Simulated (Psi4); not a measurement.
# One shape, several levels: [BGeH4]− (SMILES [BH2][GeH2-])

Aim: a comparison of 3 runs (B3LYP/6-31G*, PBE0/6-311G**, CEPA(1)/6-31G) of [BGeH4]−. 

Program for the calculation: Psi4 1.11.

1 further run of the same task is left out (set aside as unsound or not needed).

### 1 The system as given

The species is [BGeH4]− (6 atoms), meant as a singlet with charge -1. As SMILES, `[BH2][GeH2-]`. Geometry: a GFN2-xTB relaxation, a rough one for these elements and not checked as a minimum.

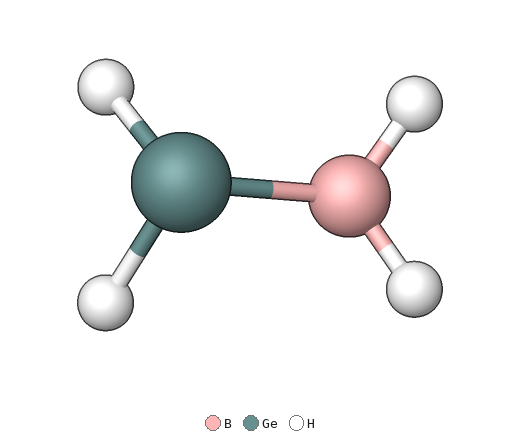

Viewed from a chosen angle; boron pink, germanium teal, hydrogen white.

### 2 Energy and forces at B3LYP/6-31G(d) (Cartesian functions) (run 1)

bgeh4.xyz

```xyz
6
BGeH4
B     -0.055110    -0.930570     0.059830
Ge     0.436750     0.951420     0.350140
H     -0.768420    -1.523630     0.825470
H      0.678000    -1.694820    -0.510870
H      0.696530     1.497810    -1.140470
H     -0.987750     1.699790     0.415910
```

run_ase.py

```python
import numpy as np
from ase.calculators.psi4 import Psi4
from ase.io import read

a = read('bgeh4.xyz')
calc = Psi4(atoms=a, method='b3lyp', basis='6-31G*', memory='1600MB', num_threads=1, charge=-1, multiplicity=1, label='calc')
calc.psi4.set_options({'puream': False, 'e_convergence': 1e-09, 'd_convergence': 1e-08, 'scf_type': 'pk', 'dft_radial_points': 99, 'dft_spherical_points': 590})
a.calc = calc

forces = a.get_forces()
print(f'energy: {a.get_potential_energy():.6f} eV')
print('forces / eV A^-1')
print(np.round(forces, 5))
```

Started as:

```console
$ python run_ase.py
```

calc.dat:

```text
[...]
  Running in c1 symmetry.
[...]
  Nuclear repulsion =   83.590383792358466
[...]
  Multiplicity = 1
[...]
  Nalpha       = 21
  Nbeta        = 21
[...]
    Number of basis functions: 58
[...]
   @RKS iter   1: -2102.09685769131102   -1.78698e+00   5.16411e-02 ADIIS/DIIS
[...]
   @RKS iter  13: -2104.00379744990050    4.54747e-13   1.83450e-09 DIIS
[...]
    Orbital Energies [Eh]
    ---------------------
    Doubly Occupied:
       1A   -398.493628     2A    -49.551525     3A    -44.076337
       4A    -44.075847     5A    -44.075349     6A     -6.539769
       7A     -5.973228     8A     -4.145181     9A     -4.143212
      10A     -4.141694    11A     -0.948392    12A     -0.947101
      13A     -0.944925    14A     -0.944791    15A     -0.943358
      16A     -0.328288    17A     -0.250311    18A     -0.142487
      19A     -0.080747    20A     -0.070723    21A      0.005758
[...]
  @RKS Final Energy: -2104.00379744990050
   => Energetics <=
    Nuclear Repulsion Energy =             83.5903837923584661
    One-Electron Energy =               -3105.5752672030012036
    Two-Electron Energy =                 986.1786213246174384
    DFT Exchange-Correlation Energy =     -68.1975353638752466
    Empirical Dispersion Energy =           0.0000000000000000
    VV10 Nonlocal Energy =                  0.0000000000000000
    Total Energy =                      -2104.0037974499009579
[...]
 Multipole Moments:
 ------------------------------------------------------------------------------------
     Multipole            Electronic (a.u.)      Nuclear  (a.u.)        Total (a.u.)
 ------------------------------------------------------------------------------------
 L = 1.  Multiply by 2.5417464519 to convert [e a0] to [Debye]
 Dipole X            :          2.1929558           -2.0854895            0.1074663
 Dipole Y            :          3.8406855           -3.6096524            0.2310330
 Dipole Z            :          1.8764797           -1.7916949            0.0847848
 Magnitude           :                                                    0.2685400
[...]
  -Total Gradient:
     Atom            X                  Y                   Z
    ------   -----------------  -----------------  -----------------
       1       -0.006894614596     0.013757923017    -0.009169585167
       2        0.010328918732    -0.017378762646     0.013022882546
       3        0.007572921403     0.001502337983    -0.001236867671
       4       -0.001521488517     0.002528820574     0.007170504950
       5       -0.007089692844    -0.000016351312    -0.002583551476
       6       -0.002396727675    -0.000395335925    -0.007203908269
[...]
```

The script printed:

```text
energy: -57252.859529 eV
forces / eV A^-1
[[ 3.5454e-01 -7.0746e-01  4.7152e-01]
 [-5.3113e-01  8.9365e-01 -6.6966e-01]
 [-3.8942e-01 -7.7250e-02  6.3600e-02]
 [ 7.8240e-02 -1.3004e-01 -3.6872e-01]
 [ 3.6457e-01  8.4000e-04  1.3285e-01]
 [ 1.2324e-01  2.0330e-02  3.7044e-01]]
```

Run time: 11 s. Hardware: 1 thread of Intel Xeon Platinum 8488C (Sapphire Rapids), shared host; peak memory 0.75 GiB.

### 3 Energy and gradient at PBE0/6-311G(d,p) (run 2)

job.dat

```
memory 1600 mb

molecule m {
  -1 1
  B     -0.055110    -0.930570     0.059830
  Ge     0.436750     0.951420     0.350140
  H     -0.768420    -1.523630     0.825470
  H      0.678000    -1.694820    -0.510870
  H      0.696530     1.497810    -1.140470
  H     -0.987750     1.699790     0.415910
  symmetry c1
}

set {
  basis 6-311G**
  puream true
  e_convergence 1e-09
  d_convergence 1e-08
  scf_type pk
  dft_radial_points 99
  dft_spherical_points 590
}

E, wfn = gradient('pbe0', return_wfn=True)
oeprop(wfn, 'MULLIKEN_CHARGES', 'WIBERG_LOWDIN_INDICES', 'LOWDIN_CHARGES')
print_variables()
```

Started as:

```console
$ psi4 -i job.dat -o job.out -n 1
```

job.out, shortened:

```text
[...]
  Running in c1 symmetry.
[...]
  Nuclear repulsion =   83.590383792358466
[...]
  Multiplicity = 1
[...]
  Nalpha       = 21
  Nbeta        = 21
[...]
    Number of basis functions: 86
[...]
   @RKS iter   1: -2101.74034401211975   -1.51749e+00   4.10769e-02 DIIS/ADIIS
[...]
   @RKS iter  13: -2103.89682625918294   -1.18234e-11   3.80372e-09 DIIS
[...]
  @RKS Final Energy: -2103.89682625918294
   => Energetics <=
    Nuclear Repulsion Energy =             83.5903837923584661
    One-Electron Energy =               -3106.4569537046668302
    Two-Electron Energy =                 982.7003951672222684
    DFT Exchange-Correlation Energy =     -63.7306515140967988
    Empirical Dispersion Energy =           0.0000000000000000
    VV10 Nonlocal Energy =                  0.0000000000000000
    Total Energy =                      -2103.8968262591829443
[...]
 Multipole Moments:
 ------------------------------------------------------------------------------------
     Multipole            Electronic (a.u.)      Nuclear  (a.u.)        Total (a.u.)
 ------------------------------------------------------------------------------------
 L = 1.  Multiply by 2.5417464519 to convert [e a0] to [Debye]
 Dipole X            :          2.3125545           -2.0854895            0.2270650
 Dipole Y            :          3.9768906           -3.6096524            0.3672382
 Dipole Z            :          1.9883713           -1.7916949            0.1966764
 Magnitude           :                                                    0.4744513
[...]
  -Total Gradient:
     Atom            X                  Y                   Z
    ------   -----------------  -----------------  -----------------
       1       -0.007718973183     0.010612911594    -0.009660565599
       2        0.014594133781    -0.016415065268     0.017518681150
       3        0.007867191964     0.000946667653    -0.001708972259
       4       -0.002082046262     0.002074625457     0.007486822660
       5       -0.007158867969     0.001399061251    -0.005914022156
       6       -0.005502327571     0.001381076914    -0.007722834953
[...]
  Mulliken Charges: (a.u.)
   Center  Symbol    Alpha    Beta     Spin     Total
       1     B     2.61376  2.61376  0.00000 -0.22753
       2    GE    16.10755 16.10755  0.00000 -0.21510
       3     H     0.54740  0.54740  0.00000 -0.09480
[...]
```

It took 16 s on 1 thread of Intel Xeon Platinum 8488C (Sapphire Rapids), shared host; peak memory 0.97 GiB.

### 4 A single-point energy at CEPA(1)/6-31G (density fitting) (run 3)

job.in

```
memory 1600 mb

molecule m {
  -1 1
  B     -0.055110    -0.930570     0.059830
  Ge     0.436750     0.951420     0.350140
  H     -0.768420    -1.523630     0.825470
  H      0.678000    -1.694820    -0.510870
  H      0.696530     1.497810    -1.140470
  H     -0.987750     1.699790     0.415910
  symmetry c1
}

set freeze_core true

energy_value = energy('cepa(1)/6-31G')
print_variables()
```

Started as:

```console
$ psi4 -i job.in -o job.out -n 1
```

job.out:

```text
[...]
  Running in c1 symmetry.
[...]
  Nuclear repulsion =   83.590383792358466
[...]
  Multiplicity = 1
[...]
  Nalpha       = 21
  Nbeta        = 21
[...]
    Number of basis functions: 46
[...]
   @RHF iter   1: -2100.56300879754372   -3.18117e+00   5.46737e-02 DIIS/ADIIS
[...]
   @RHF iter  13: -2101.96495406757413   -5.00222e-12   2.19135e-09 DIIS
[...]
    Orbital Energies [Eh]
    ---------------------
    Doubly Occupied:
       1A   -404.950264     2A    -51.876155     3A    -45.968185
       4A    -45.967700     5A    -45.967643     6A     -7.398094
       7A     -6.911754     8A     -4.888719     9A     -4.887998
      10A     -4.885402    11A     -1.341900    12A     -1.341096
      13A     -1.338143    14A     -1.337739    15A     -1.336145
      16A     -0.528779    17A     -0.420064    18A     -0.294361
      19A     -0.197509    20A     -0.190340    21A     -0.068986
[...]
  @RHF Final Energy: -2101.96495406757413
   => Energetics <=
    Nuclear Repulsion Energy =             83.5903837923584661
    One-Electron Energy =               -3106.9167262531400411
    Two-Electron Energy =                 921.3613883932077897
    Total Energy =                      -2101.9649540675736716
[...]
 Multipole Moments:
 ------------------------------------------------------------------------------------
     Multipole            Electronic (a.u.)      Nuclear  (a.u.)        Total (a.u.)
 ------------------------------------------------------------------------------------
 L = 1.  Multiply by 2.5417464519 to convert [e a0] to [Debye]
 Dipole X            :          2.0840575           -2.0854895           -0.0014320
 Dipole Y            :          3.5835338           -3.6096524           -0.0261186
 Dipole Z            :          1.7913329           -1.7916949           -0.0003620
 Magnitude           :                                                    0.0261604
[...]
      * SCS-MP2 total energy:                -2102.229160900991
[...]
      * MP2 total energy:                    -2102.240183320953
[...]
```

It took 3.9 s on 1 thread of Intel Xeon Platinum 8488C (Sapphire Rapids), shared host; peak memory 0.22 GiB.

### 5 The series

```csv
run,level,Cartesian functions,task,energy (Eh),HOMO energy (eV),LUMO energy (eV),HOMO–LUMO gap (eV),wall time
1,B3LYP/6-31G* (Cartesian functions),yes,gradient,-2104.003797,0.16,4.13,3.97,11 s
2,PBE0/6-311G**,no,gradient,-2103.896826,-0.37,3.74,4.11,16 s
3,CEPA(1)/6-31G (density fitting),yes,energy,-2102.260429,-1.88,7.41,9.29,3.9 s
```

### 6 Outcome

```
                                                    quantity           value
                                         run 3: total energy  -2102.26043 Eh
                  run 3: HOMO energy (Hartree–Fock orbitals)        -1.88 eV
                  run 3: LUMO energy (Hartree–Fock orbitals)         7.41 eV
run 3: HOMO–LUMO gap (to an unbound level, set by the basis)         9.29 eV
         run 3: correlation energy (10 core orbitals frozen)      -295.5 mEh
```

In words: Totals of different functionals can't be ranked against each other. In run 1 the HOMO lies above zero, so the outermost electron may be held by the basis alone. All runs together took 31 s, the longest 16 s.
